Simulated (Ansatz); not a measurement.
# CH6FN3: inversion of the pyramid at N1

Wanted: the energy profile along the inversion of the pyramid at N1, from relaxed end points and a band of images. SMILES of the start: NC(N)(N)F.

Program: Ansatz 0.2.0. Level of theory: RKS PBE-D4/6-31G*. These are calculated values, not measurements.

## (1) The starting structure

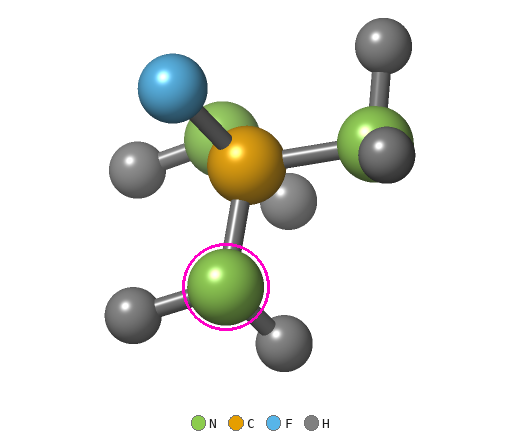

Start, viewed from a free direction; nitrogen green, carbon amber, fluorine blue, hydrogen grey. Ringed: N1.

Coordinates:

```xyz
11

N    -0.2449    1.1604    0.3087
C     0.3406   -0.0011   -0.0130
N     0.1358   -0.8478    1.0690
N    -0.2131   -0.5875   -1.1075
F     1.6451    0.1895   -0.2750
H    -0.2720    1.8145   -0.5215
H    -1.2283    0.9893    0.5226
H     0.7322   -1.6677    0.8370
H     0.6931   -0.3915    1.8770
H    -0.2639    0.0481   -1.8573
H    -1.2591   -0.7632   -0.8196
```

## (2) Relaxing end A

File input.yaml:

```yaml
crystal:
  periodic: [false, false, false]
  atoms:
    - { symbol: "N", position_ang: [-0.2449, 1.1604, 0.3087] }
    - { symbol: C, position_ang: [0.3406, -0.0011, -0.013] }
    - { symbol: "N", position_ang: [0.1358, -0.8478, 1.069] }
    - { symbol: "N", position_ang: [-0.2131, -0.5875, -1.1075] }
    - { symbol: F, position_ang: [1.6451, 0.1895, -0.275] }
    - { symbol: H, position_ang: [-0.272, 1.8145, -0.5215] }
    - { symbol: H, position_ang: [-1.2283, 0.9893, 0.5226] }
    - { symbol: H, position_ang: [0.7322, -1.6677, 0.837] }
    - { symbol: H, position_ang: [0.6931, -0.3915, 1.877] }
    - { symbol: H, position_ang: [-0.2639, 0.0481, -1.8573] }
    - { symbol: H, position_ang: [-1.2591, -0.7632, -0.8196] }
basis:
  gaussian: { orbitals: "6-31G*" }
hamiltonian:
  xc: pbe
  dispersion: d4
relax:
  f_tol: 0.015
  max_steps: 40
output:
  orbitals: {}
```

On the command line:

```console
> ansatz run input.yaml --threads 1 --pin off --max-ram 2048MiB --backend cpu --events-out ev --progress --plain --runs-dir out
```

The program printed (excerpt; [...] marks lines left out):

```text
Warning: RAYON_NUM_THREADS=1 ignored (pool sized by the plan → 1); use --threads N
[...]
Functional definition: PBE
[...]
1103 factors; their error is unknown
[...]
mean field -8310.93882238 eV, -305.4213683660 hartree, gradient 1.5e-5 eV, S^2 0.000000; 0 other end points of the search recorded, 0 dependent functions left out
[...]
reference -8310.93884233 eV, -305.4213690990 hartree; 21, 21 occupied and 66, 66 virtual orbitals, 1103 factors
relax step   1: F+E_penalty+E_count = -8311.12492671 eV  Δ(F+E_penalty+E_count) = +0.000e0 eV  max|allowed force component| = 6.466e0 eV/Å  Δτ_max = 0.0000 Å  (28 SCF iters, accepted)
[...]
relax step   7: F+E_penalty+E_count = -8312.30556882 eV  Δ(F+E_penalty+E_count) = -8.146e-4 eV  max|allowed force component| = 1.743e-2 eV/Å  Δτ_max = 0.0163 Å  (29 SCF iters, accepted)
[...]
relax step   8: F+E_penalty+E_count = -8312.30560023 eV  Δ(F+E_penalty+E_count) = -3.141e-5 eV  max|allowed force component| = 4.174e-3 eV/Å  Δτ_max = 0.0024 Å  (30 SCF iters, accepted)
1103 factors; their error is unknown
mean field -8312.12440310 eV, -305.4649376536 hartree, gradient 1.1e-5 eV, S^2 0.000000; 1 other end points of the search recorded, 0 dependent functions left out
[...]
reference -8312.12442430 eV, -305.4649384328 hartree; 21, 21 occupied and 66, 66 virtual orbitals, 1103 factors
Total energy: -8312.30562143 eV, -305.4715973046 hartree
Atom 0 at    -0.267521     1.286338     0.404005 Å, force    -0.003208    -0.001194     0.000059 eV/Å
Atom 1 at     0.289969     0.003587    -0.008483 Å, force     0.002617     0.001604    -0.001491 eV/Å
Atom 2 at     0.223251    -0.867834     1.115069 Å, force    -0.001014     0.000406    -0.000551 eV/Å
Atom 3 at    -0.262244    -0.717046    -1.149529 Å, force    -0.002665    -0.000750     0.001184 eV/Å
Atom 4 at     1.608804     0.329392    -0.424154 Å, force     0.004174     0.000702    -0.000530 eV/Å
Atom 5 at    -0.190374     1.948747    -0.375004 Å, force     0.000683    -0.000823     0.001103 eV/Å
Atom 6 at    -1.262644     1.163265     0.618965 Å, force     0.000489     0.000391     0.000797 eV/Å
Atom 7 at     0.685875    -1.751897     0.888073 Å, force    -0.000712     0.002666     0.000900 eV/Å
Atom 8 at     0.682275    -0.426220     1.915932 Å, force    -0.000560    -0.001641    -0.002227 eV/Å
Atom 9 at    -0.184682    -0.127572    -1.985028 Å, force     0.001022    -0.000221     0.000720 eV/Å
Atom 10 at    -1.257209    -0.897761    -0.979447 Å, force    -0.000826    -0.001139     0.000037 eV/Å
Dipole moment:    -0.393940     0.086797    -0.113447 e Å
```

Run time: 77 s. Hardware: 1 thread of Intel Xeon at 2.50GHz (Skylake/Cascade Lake), shared host; peak memory 0.18 GiB.

The steps of the relaxation:

| step | energy from step 1 (eV) | largest force component (eV/Å) |
| --- | --- | --- |
| 1 | 0.0000 | 6.4659 |
| 2 | -1.0114 | 1.9824 |
| 3x | -0.9308 | 3.1420 |
| 4 | -1.1508 | 0.3056 |
| 5 | -1.1700 | 0.1991 |
| 6 | -1.1798 | 0.0730 |
| 7 | -1.1806 | 0.0174 |
| 8 | -1.1807 | 0.0042 |

Step 1 is the start. 1 step was tried and not accepted (marked x).

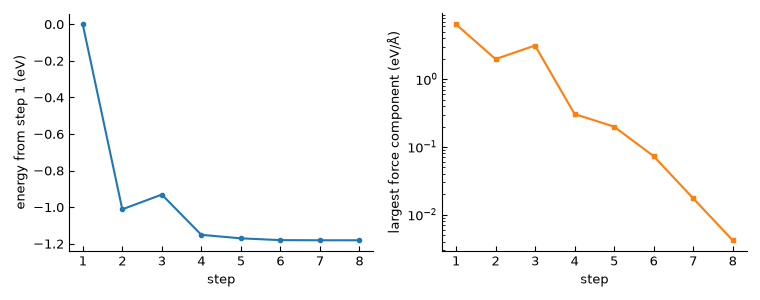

Energy and largest force along the relaxation.

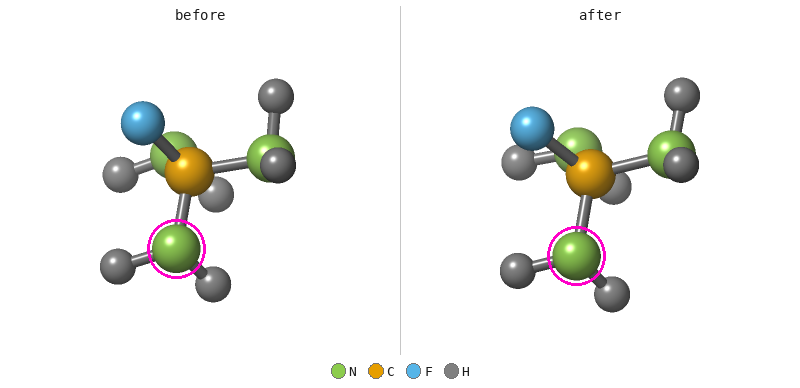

The structure before (left) and after (right), drawn at the same scale.

After: Bond lengths: N1–C2 1.458 Å, C2–N3 1.423 Å, C2–N4 1.458 Å, C2–F5 1.421 Å, N1–H6 1.025 Å, N1–H7 1.025 Å, N3–H8 1.023 Å, N3–H9 1.023 Å, N4–H10 1.025 Å, N4–H11 1.025 Å. Angles (14 of 15 angles, heavy atoms first): N1–C2–N3 107.3°, N1–C2–N4 120.8°, N1–C2–F5 103.6°, N3–C2–N4 107.3°, N3–C2–F5 114.5°, N4–C2–F5 103.6°, C2–N1–H6 108.9°, C2–N1–H7 108.9°, C2–N3–H8 109.4°, C2–N3–H9 109.4°, C2–N4–H10 109.0°, C2–N4–H11 109.0°, H6–N1–H7 108.0°, H8–N3–H9 110.1°.

## (3) Relaxing end B

The second end starts from a geometry with the move made by hand.

input.yaml: that of step 2 with these lines changed.

```diff
@@ -8,4 +8,4 @@
     - { symbol: F, position_ang: [1.6451, 0.1895, -0.275] }
-    - { symbol: H, position_ang: [-0.272, 1.8145, -0.5215] }
-    - { symbol: H, position_ang: [-1.2283, 0.9893, 0.5226] }
+    - { symbol: H, position_ang: [0.45357, 1.95399, 0.29543] }
+    - { symbol: H, position_ang: [-0.55535, 1.11867, 1.28029] }
     - { symbol: H, position_ang: [0.7322, -1.6677, 0.837] }
@@ -22,3 +22 @@
   max_steps: 40
-output:
-  orbitals: {}
```

On the command line:

```console
> ansatz run input.yaml --threads 1 --pin off --max-ram 2048MiB --backend cpu --events-out ev --progress --plain --runs-dir out
```

The program printed (excerpt; [...] marks lines left out):

```text
Warning: RAYON_NUM_THREADS=1 ignored (pool sized by the plan → 1); use --threads N
[...]
[... 1 set-up line as earlier in the session ...]
[...]
1103 factors; their error is unknown
[...]
mean field -8310.90983376 eV, -305.4203030537 hartree, gradient 3.0e-5 eV, S^2 0.000000; 0 other end points of the search recorded, 0 dependent functions left out
[...]
reference -8310.90985374 eV, -305.4203037878 hartree; 21, 21 occupied and 66, 66 virtual orbitals, 1103 factors
relax step   1: F+E_penalty+E_count = -8311.09517977 eV  Δ(F+E_penalty+E_count) = +0.000e0 eV  max|allowed force component| = 6.808e0 eV/Å  Δτ_max = 0.0000 Å  (27 SCF iters, accepted)
[...]
relax step   5: F+E_penalty+E_count = -8312.25084214 eV  Δ(F+E_penalty+E_count) = -5.341e-3 eV  max|allowed force component| = 1.064e-1 eV/Å  Δτ_max = 0.0167 Å  (30 SCF iters, accepted)
[...]
Atom 1 at     0.284560    -0.016632     0.107556 Å, force     0.002272    -0.001222     0.008889 eV/Å
Atom 2 at     0.200434    -0.990975     1.147627 Å, force     0.005775    -0.000096     0.003420 eV/Å
Atom 3 at    -0.241897    -0.599777    -1.107809 Å, force     0.004203     0.002737     0.009646 eV/Å
Atom 4 at     1.660485     0.290477    -0.223125 Å, force     0.001682    -0.001559    -0.007124 eV/Å
Atom 5 at    -0.121690     1.937537    -0.150338 Å, force    -0.003950    -0.013839     0.003784 eV/Å
Atom 6 at    -0.027276     1.508923     1.430472 Å, force    -0.002860    -0.007273    -0.010588 eV/Å
Atom 7 at     0.658921    -1.842689     0.810715 Å, force    -0.004392     0.010258    -0.003115 eV/Å
Atom 8 at     0.699548    -0.668922     1.983510 Å, force    -0.006005    -0.001301    -0.004634 eV/Å
Atom 9 at    -0.002387     0.012982    -1.894233 Å, force    -0.000536     0.000736    -0.000651 eV/Å
Atom 10 at    -1.264177    -0.619525    -1.025073 Å, force    -0.001844    -0.000664    -0.005953 eV/Å
Dipole moment:     0.056551     0.267552     0.083227 e Å
```

It took 2.5 min on 1 thread of Intel Xeon at 2.50GHz (Skylake/Cascade Lake), shared host; peak memory 0.18 GiB.

Step by step:

| step | energy from step 1 (eV) | largest force component (eV/Å) |
| --- | --- | --- |
| 1 | 0.0000 | 6.8084 |
| 2 | -0.9889 | 2.1170 |
| 3 | -1.0608 | 0.8518 |
| 4 | -1.1503 | 0.3899 |
| 5 | -1.1557 | 0.1064 |
| 6 | -1.1570 | 0.1468 |
| 7 | -1.1589 | 0.0718 |
| 8 | -1.1601 | 0.0612 |
| 9x | -1.1553 | 0.7604 |
| 10 | -1.1666 | 0.0625 |
| 11 | -1.1715 | 0.3678 |
| 12 | -1.1876 | 0.1733 |
| 13 | -1.1999 | 0.1981 |
| 14x | -1.1991 | 0.2806 |
| 15 | -1.2046 | 0.1059 |
| 16 | -1.2060 | 0.0247 |
| 17 | -1.2060 | 0.0237 |
| 18 | -1.2062 | 0.0138 |

Step 1 is the start. 2 steps were tried and not accepted (marked x).

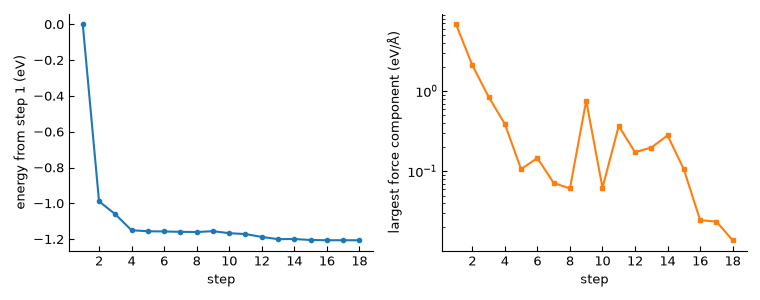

Energy and largest force along the relaxation.

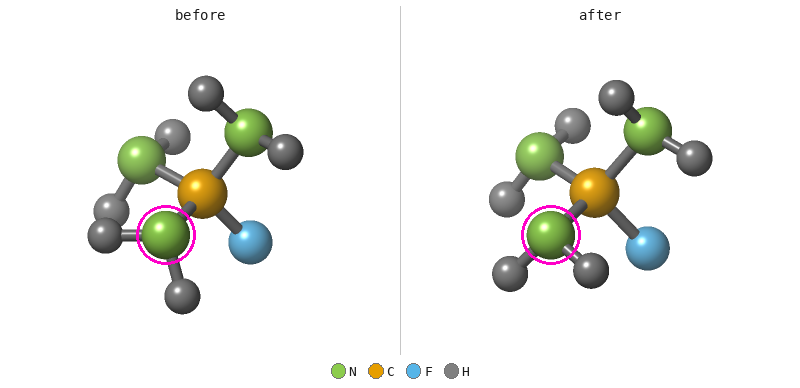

Before and after, at one scale.

After: Bond lengths: N1–C2 1.447 Å, C2–N3 1.428 Å, C2–N4 1.447 Å, C2–F5 1.448 Å, N1–H6 1.027 Å, N1–H7 1.029 Å, N3–H8 1.024 Å, N3–H9 1.025 Å, N4–H10 1.025 Å, N4–H11 1.026 Å. Angles (14 of 15 angles, heavy atoms first): N1–C2–N3 110.0°, N1–C2–N4 114.1°, N1–C2–F5 108.9°, N3–C2–N4 108.4°, N3–C2–F5 111.5°, N4–C2–F5 103.8°, C2–N1–H6 107.7°, C2–N1–H7 110.1°, C2–N3–H8 107.5°, C2–N3–H9 110.5°, C2–N4–H10 108.6°, C2–N4–H11 107.6°, H6–N1–H7 105.9°, H8–N3–H9 108.1°.

(Part 1 of 2 ends here.)
